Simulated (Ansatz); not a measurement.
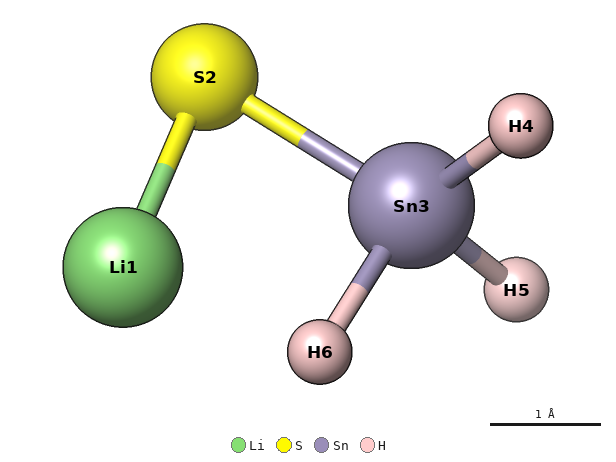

The atoms are numbered. Computed geometry: PBE0-D4/def2-TZVP optimisation. No frequency run is at hand to confirm it as a minimum.

Question: Which bond is the longest?

Answer: S2–Sn3, 2.333 Å.
